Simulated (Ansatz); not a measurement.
The calculation's input:

```
crystal:
  lattice:
    - [0.0, 3.1017031711, 3.1017031711]
    - [3.1017031711, 0.0, 3.1017031711]
    - [3.1017031711, 3.1017031711, 0.0]
  atoms:
    - { symbol: Nb, position: [0.75, 0.75, 0.75] }
    - { symbol: Nb, position: [0.25, 0.25, 0.25] }
    - { symbol: Nb, position: [0.5, 0.5, 0.5] }
    - { symbol: C, position: [0.0, 0.0, 0.0] }
basis:
  ecutwfc: 420
kpoints:
  mp_grid: { grid: [14, 14, 14] }
hamiltonian:
  xc: pbe
scf:
  occupations: { method: gaussian, width: 0.1 }
output:
  forces: true
  stress: true
  eigenvalues: true
  write_density: true
  write_potential: true
  elf: true
  volumetric_format: npy
relax:
  adjacent_minimum: "off"
  f_tol: 0.01
  max_steps: 80
  cell: { stress_tol: 0.05 }
```

Command:

```sh
ansatz run input.yaml --threads 1 --pin off --max-ram 2560MiB --backend cpu --events-out ev --progress --plain --runs-dir out
```

Below, planes, directions and counts refer to the conventional cell (a = 6.19 Å, b = 6.19 Å, c = 6.19 Å, α = 90.00°, β = 90.00°, γ = 90.00°).

The fields are those of the run's last geometry, not of the input's.

Space group Fm-3m; a structure generated by program, which may or may not match a known phase; computed without spin polarisation.

Theory: DFT PBE, scalar-relativistic, plane waves, PAW (Ansatz 0.2.0).

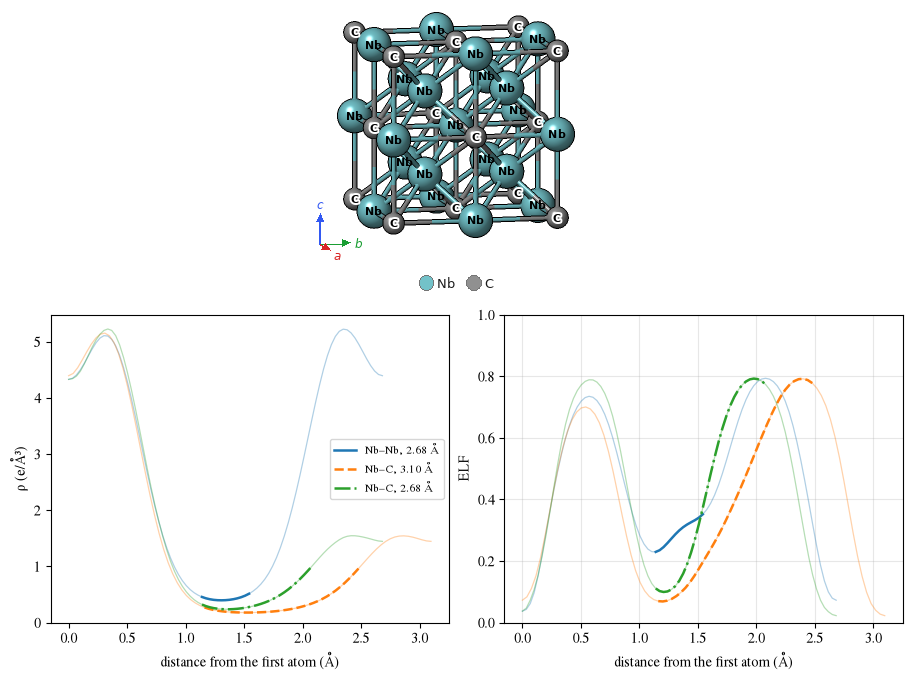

Nb3C. Valence pseudo-density and electron localisation function along straight lines between neighbouring atoms. Thin, pale parts lie inside the atomic spheres. The structure is drawn too.

Core electrons are frozen (PAW), and the valence fields are smoothed inside the atomic spheres.

**What can be read from the curves?**

Nb–Nb (2.68 Å): ρ at the midpoint is about 0.4 e/Å³; the ELF is about 0.30 at the midpoint: no shared electron pair shows on this line.
Nb–C (3.10 Å): ρ at the midpoint is about 0.18 e/Å³; the ELF is about 0.20 at the midpoint; no localised pair shows between them.
Nb–C (2.68 Å): ρ at the midpoint is about 0.24 e/Å³; the ELF peaks at about 0.80 in the valence shell of C, 0.7 Å from its nucleus, and drops to about 0.10 between the two atoms.
